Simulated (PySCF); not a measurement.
## GaF3: frequency calculation

System: GaF3, SMILES [F][Ga]([F])[F].
Method: HF/cc-pwCVDZ, RHF (PySCF 2.14.0).

The geometry was optimised with HF/cc-pwCVDZ symmetrised.

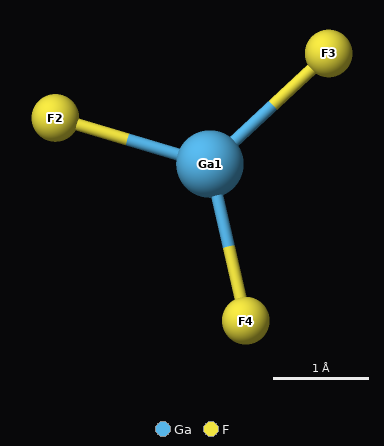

*The structure (ball-and-stick view, seen on its broad side; atoms are numbered from 1 in the order of the input). Sticks mark near contacts.*

Bond lengths as drawn: F–Ga 1.71 Å.

### Summary

```csv
quantity,value
outcome,converged
total energy,−2221.676727 hartree
basis functions,97
HOMO,−17.09 eV
LUMO,1.38 eV
zero-point energy,0.006644 hartree
dipole moment,0.00 D
"wavenumbers, lowest and highest",203 and 794 cm⁻¹
hardware,"1 thread of Intel Xeon @ 2.50GHz (Skylake/Cascade Lake), 189 GiB of memory available, shared host"
wall time,95 s
peak memory,0.93 GiB
```

### Input file (job.py)
```python
import numpy
from pyscf import gto, symm
from pyscf.hessian import thermo

molecule = gto.M(
    atom='mol.xyz',
    max_memory=1860,
    basis='cc-pwcvdz',
    charge=0,
    verbose=3,
)

myscf = molecule.RHF()
myscf = myscf.density_fit()
myscf.kernel()

etot = myscf.e_tot
print('E(%s) = %.9f' % ('HF', etot))
hess = myscf.Hessian().kernel()
modes = thermo.harmonic_analysis(molecule, hess)
print('frequencies (1/cm)', numpy.round(modes['freq_wavenumber'], 1))
symm.geom.TOLERANCE = 1e-3  # for the symmetry number
th = thermo.thermo(myscf, modes['freq_au'], 298.15, 101325)
thermo.dump_thermo(molecule, th)
```

### File mol.xyz
```
4

Ga     0.000002     0.000001     0.000000
F      1.707212    -0.037211    -0.046760
F     -0.821532     1.497637     0.017767
F     -0.885690    -1.460431     0.028993
```

Launch command:
```bash
OMP_NUM_THREADS=1 python job.py
```

### Output
```
WARN: Even tempered Gaussians are generated as DF auxbasis for  Ga F

converged SCF energy = -2221.67672682262
E(HF) = -2221.676726823
frequencies (1/cm) [203.2 203.2 216.6 706.6 793.5 793.5]
temperature 298.1500 [K]
pressure 101325.00 [Pa]
Rotational constants [GHz] 6.07720 6.07715 3.03859
Symmetry number 6
Zero-point energy (ZPE) 0.00664 [Eh]   17444.627 [J/mol]
                           tot       elec      trans        rot        vib
Entropy [J/mol/K]       289.726      0.000    169.133     91.641     28.953
Cv [J/mol/K]             56.852      0.000     12.472     12.472     31.908
Cp [J/mol/K]             65.166      0.000     20.786     12.472     31.908
Internal energy [J/mol]                      3718.434   3718.434  22478.829
Internal energy [Eh]   -2221.66533  -2221.67673
Enthalpy [J/mol]                             6197.391   3718.434  22478.829
Enthalpy [Eh]          -2221.66439
Gibbs free energy [J/mol]                  -44229.708 -23604.203  13846.632
Gibbs free energy [Eh] -2221.69729
```

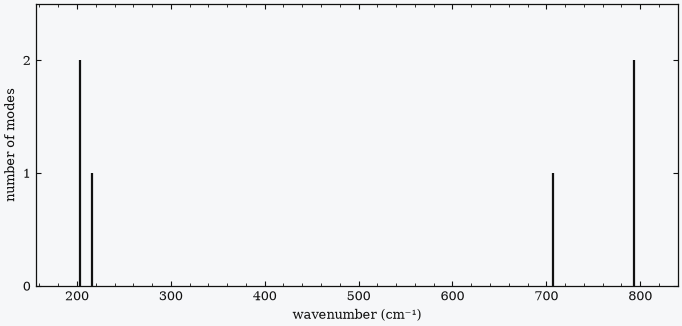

*Harmonic vibrational wavenumbers from the force constants; neighbouring modes closer than 3 cm⁻¹ are counted in one stick.*

6 modes from 203 to 794 cm⁻¹, none imaginary.

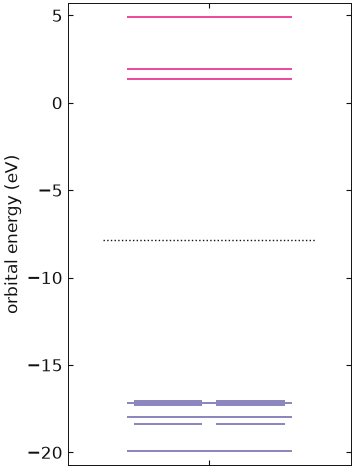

*Orbital energies near the frontier; the dotted line parts filled from empty levels, and levels within 0.02 eV of each other stand side by side.*

Highest filled −17.09 eV, lowest empty 1.38 eV, 18.47 eV apart.
